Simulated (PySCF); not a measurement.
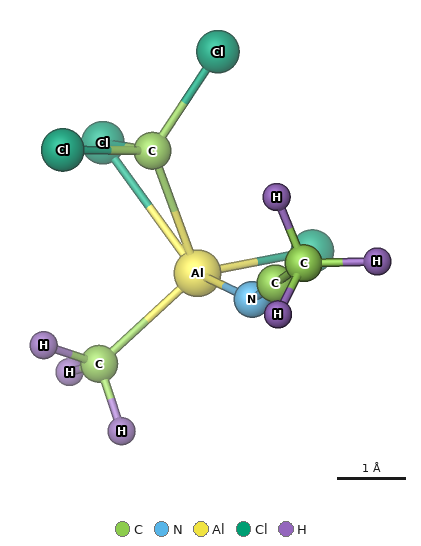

**Figure 1.** The input geometry (ball-and-stick view, seen at a tilt). Sticks mark near contacts. Bond lengths as drawn: Al–C 1.98 to 2.11 Å, Al–Cl 2.03 to 2.50 Å, Al–N 2.03 Å, C–C 1.42 Å, C–Cl 1.77 to 1.80 Å, C–H 1.09 Å and C–N 1.15 Å.

# NMR shielding calculation of C$_{4}$H$_{6}$AlCl$_{4}$N

The run: NMR shielding calculation of C$_{4}$H$_{6}$AlCl$_{4}$N. Method and program: GIAO PBE0/pcSseg-1 NMR shielding, non-relativistic, gas phase (PySCF 2.14.0).

The geometry comes from this level: GFN2-xTB. It belongs to a series of runs on one base structure; here: H on Al replaced by CCl3. Figures and captions count atoms from 1; the log counts them from 0 in places.

### What the program printed
```
coarse grid: 17248 points
cycle   1  E = -2292.8407511954  dE =  1.155e+00  |g| = 6.654e-01  |ddm| = 3.932e+00
cycle   2  E = -2292.6618352775  dE =  1.789e-01  |g| = 1.141e+00  |ddm| = 1.401e+00
cycle   3  E = -2292.9499908258  dE = -2.882e-01  |g| = 1.918e-01  |ddm| = 8.510e-01
cycle   4  E = -2292.9568298117  dE = -6.839e-03  |g| = 8.123e-02  |ddm| = 1.706e-01
cycle   5  E = -2292.9579632560  dE = -1.133e-03  |g| = 3.594e-02  |ddm| = 7.242e-02
cycle   6  E = -2292.9582661160  dE = -3.029e-04  |g| = 5.439e-03  |ddm| = 3.193e-02
cycle   7  E = -2292.9582731496  dE = -7.034e-06  |g| = 1.929e-03  |ddm| = 7.771e-03
final grid: 146936 points
cycle   8  E = -2293.0110855560  dE = -4.427e-05  |g| = 9.122e-03  |ddm| = 2.671e-02
cycle   9  E = -2293.0110744731  dE =  1.108e-05  |g| = 1.079e-02  |ddm| = 1.574e-02
cycle  10  E = -2293.0111028549  dE = -2.838e-05  |g| = 2.171e-03  |ddm| = 9.939e-03
cycle  11  E = -2293.0111037968  dE = -9.419e-07  |g| = 6.214e-04  |ddm| = 2.224e-03
cycle  12  E = -2293.0111038897  dE = -9.295e-08  |g| = 1.296e-04  |ddm| = 5.642e-04
cycle  13  E = -2293.0111038923  dE = -2.563e-09  |g| = 7.439e-05  |ddm| = 1.174e-04
cycle  14  E = -2293.0111038934  dE = -1.090e-09  |g| = 2.041e-05  |ddm| = 5.484e-05
cycle  15  E = -2293.0111038935  dE = -1.028e-10  |g| = 2.713e-06  |ddm| = 1.949e-05
```

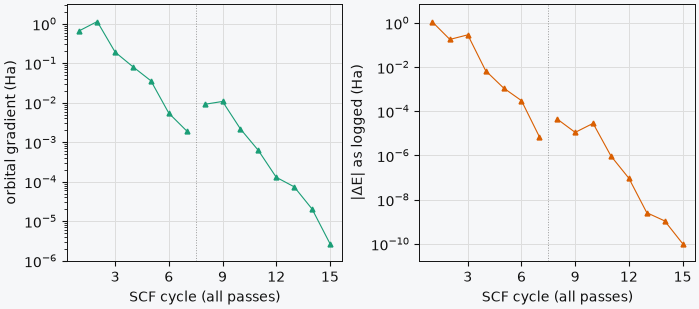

**Figure 2.** Convergence of the self-consistent field: orbital gradient and size of the energy change against the SCF cycle. The dotted line marks the change from a coarse to the final integration grid. The first 7 cycles use a coarse grid, the final grid takes over at cycle 8, and the field converges after 15 cycles in all.

```
converged SCF energy = -2293.0111038935

GIAO shielding tensors (ppm)
atom      isotropic    diamagn.    paramagn.     s11        s22        s33       span
  0 C      186.331     250.117     -63.786    177.697    178.865    202.429     24.732
  1 C       59.253     270.273    -211.020    -43.463    -40.441    261.663    305.125
  2 N       25.747     336.692    -310.945   -124.955   -121.347    323.544    448.499
  3 Al     474.774     792.160    -317.386    356.915    427.357    640.051    283.136
  4 C      195.756     250.177     -54.420    190.669    196.389    200.211      9.542
  5 Cl    1001.888    1148.245    -146.357    939.743    993.550   1072.370    132.628
  6 C       66.012     248.615    -182.604     45.791     63.870     88.374     42.582
  7 Cl     574.303    1146.032    -571.729    239.235    620.339    863.336    624.101
  8 Cl     567.253    1147.892    -580.639    225.136    527.638    948.985    723.849
  9 Cl     564.180    1147.132    -582.952    216.410    526.029    950.102    733.692
 10 H       29.333      25.396       3.936     24.250     26.841     36.907     12.656
 11 H       29.009      28.644       0.365     22.960     29.023     35.044     12.084
 12 H       29.380      26.468       2.913     24.348     26.753     37.040     12.693
 13 H       32.320      29.532       2.788     27.388     29.155     40.416     13.028
 14 H       31.974      27.228       4.747     27.123     29.000     39.800     12.677
 15 H       31.795      30.434       1.362     26.460     31.390     37.536     11.077
```

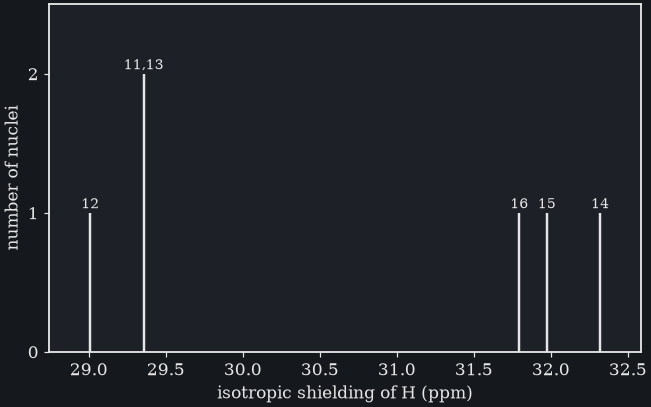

**Figure 3.** Isotropic shieldings of the hydrogen nuclei in this fixed geometry, labelled by atom number; shielding grows to the right, so chemical shift grows to the left. The least shielded is H12 (29.0 ppm), the most shielded H14 (32.3 ppm).

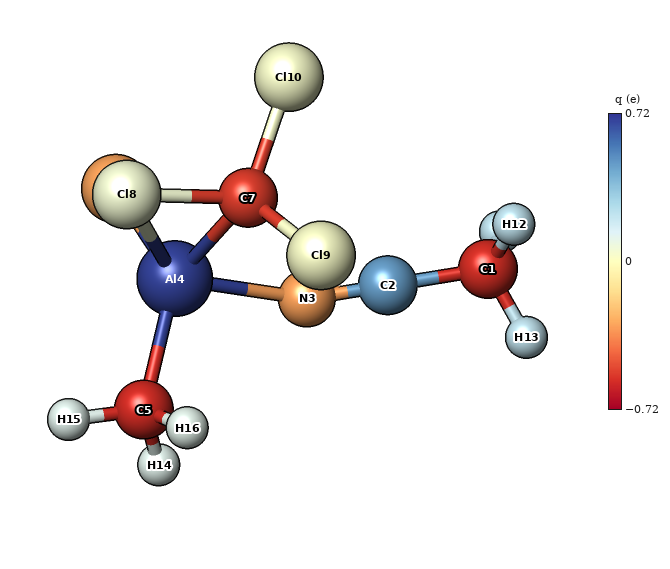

**Figure 4.** ESP-fitted charges, as the colour of each atom (ball-and-stick view, seen at a tilt; atoms are numbered from 1 in the order of the input). By element: C −0.58 to +0.47, N −0.31, Al +0.69, Cl −0.31 to +0.05 and H +0.12 to +0.23 e.

The run was set up as follows.

### Input
```
{"job": {"kind": "nmr", "xc": "PBE0", "basis": "pcSseg-1"}, "charge": 0, "multiplicity": 1}
C      2.989382     0.778042    -0.441007
C      1.728317     0.138327    -0.577440
N      0.706286    -0.374297    -0.678073
Al    -1.316106    -0.522621    -0.594729
C     -1.557102    -2.060843     0.620556
Cl    -1.771642    -0.167346    -2.543298
C     -1.237520     1.300535     0.468104
Cl    -3.002130     0.945072     0.532680
Cl    -0.640258     1.355899     2.137717
Cl    -1.036757     2.922119    -0.223149
H      3.405611     0.985830    -1.426515
H      2.847941     1.715465     0.098458
H      3.672581     0.137511     0.116403
H     -0.908508    -2.901385     0.363352
H     -2.574750    -2.461079     0.641317
H     -1.312944    -1.782285     1.648500
```

The first line tells a small driver script what to run in PySCF; the rest is the geometry in Å.

Run as:
```bash
OMP_NUM_THREADS=1 python <driver script> task.json out
```

### Results in brief

| quantity | value |
| --- | --- |
| outcome | converged |
| total energy | −2293.011104 hartree |
| HOMO | −7.06 eV |
| LUMO | −0.94 eV |
| dipole moment | 7.41 D |
| isotropic shielding, C | 59.3 to 195.8 ppm |
| isotropic shielding, N | 25.7 ppm |
| isotropic shielding, Al | 474.8 ppm |
| isotropic shielding, Cl | 564.2 to 1001.9 ppm |
| isotropic shielding, H | 29.0 to 32.3 ppm |
| hardware | 1 CPU thread, shared host |
| wall time | 1.9 min |
| peak memory | 1.1 GiB |
